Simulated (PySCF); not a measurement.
Be(SeH)2, H₂BeSe₂, SMILES [SeH][Be][SeH], PBE0/def2-SVP optimised geometry. Atoms within 1.6 Å of the plane z = 0.0 Å (x, y, z in Å): Be1 (0.03, 0.67, 0.00), Se2 (-2.00, 0.69, -0.05), H3 (-2.06, -0.69, 0.45), Se4 (2.06, 0.67, 0.00), H5 (2.08, 1.17, 1.39).

Computed with PBE0/def2-TZVP in PySCF. Cells within 0.4 Å of a nucleus heavier than hydrogen are left out (blank, or x).

Map of the LUMO amplitude (bohr^(-3/2)) on the plane z = 0.0 Å; orbital energy -0.83 eV, overall sign arbitrary:

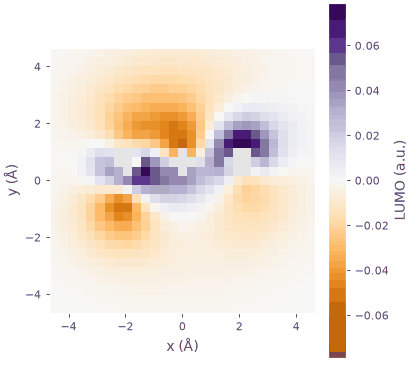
LUMO amplitude (bohr^(-3/2)) on the plane z = 0.0 Å.
